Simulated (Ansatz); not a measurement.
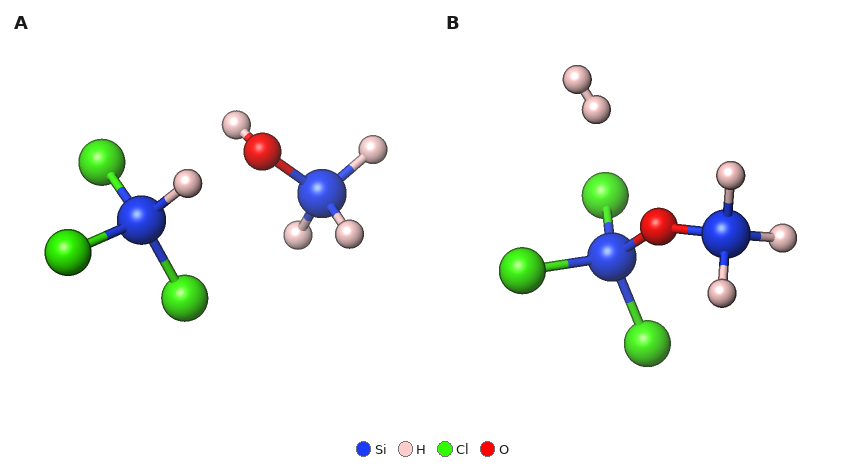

2 stationary structures of one formula. Geometries: PBE0-D4/def2-TZVP. Electronic energies: CCSD(T)/CBS (MP2 limit from def2-TZVPP and def2-QZVPP plus CCSD(T) − MP2) (Ansatz 0.2.0), without zero-point energy. No frequency run is at hand to confirm each as a minimum. Each is one conformer, not always the lowest.

Question: Rank them by energy, lowest first.

Answer: B is lowest; A lies 22.8 kcal/mol above it (a minimum).

Give E(B) − E(A) in kcal/mol at these levels too: PBE0-D4/def2-TZVPP; B97M-V/def2-TZVPP; r2SCAN-D4/def2-TZVPP; RHF-MP2 (frozen core)/def2-QZVPP; ωB97M-V/def2-SVP; PBE0-D4/def2-TZVP; ωB97X-V/def2-TZVPP; ωB97M-V/def2-TZVPP.

```csv
level,E(B) − E(A) (kcal/mol)
PBE0-D4/def2-TZVPP,−20.7
B97M-V/def2-TZVPP,−22.7
r2SCAN-D4/def2-TZVPP,−22.7
RHF-MP2 (frozen core)/def2-QZVPP,−24.3
ωB97M-V/def2-SVP,−18.2
PBE0-D4/def2-TZVP,−21.6
ωB97X-V/def2-TZVPP,−21.7
ωB97M-V/def2-TZVPP,−21.9
```
